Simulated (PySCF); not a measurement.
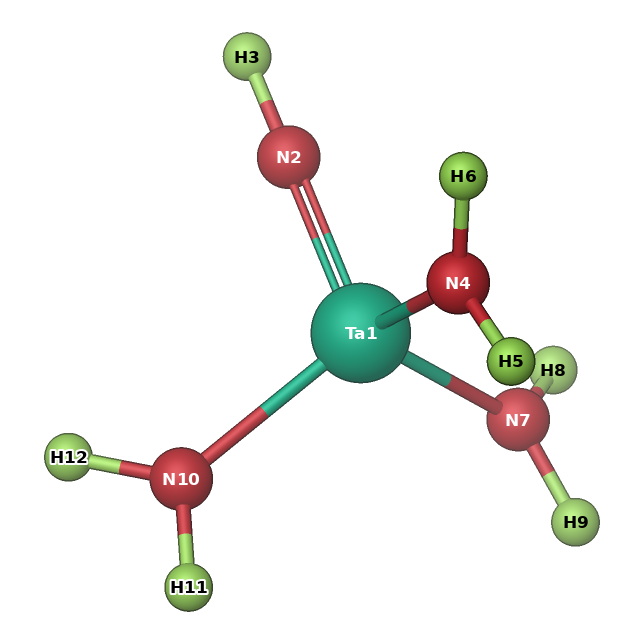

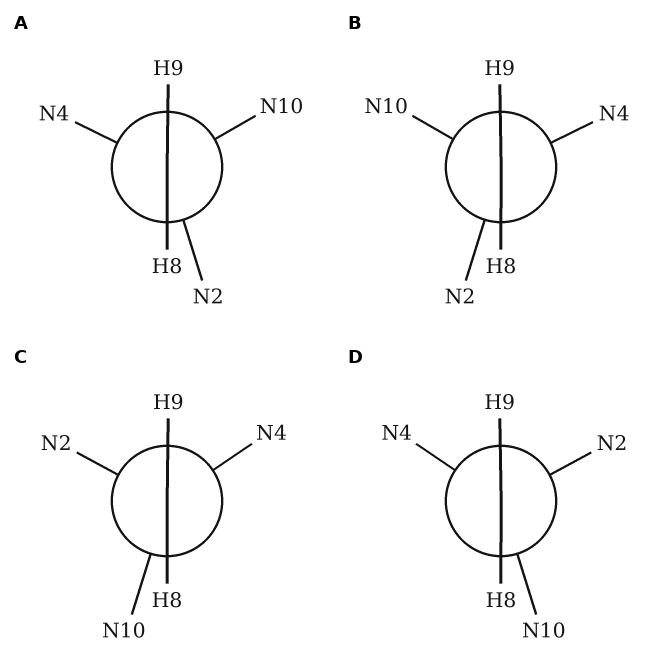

Distant atoms are faded towards the background colour. Bonds that would overlap in a projection are set slightly apart. The species is neutral and a spin singlet. The computed structure is the end point of a PBE0-D3(BJ)/def2-SVP optimisation. No frequency run is at hand to confirm it as a minimum.

Which Newman projection shows the view along N7–Ta1, with N7 in front?

Answer. B. The torsion angle H8–N7–Ta1–N4 is −116°, anticlinal.
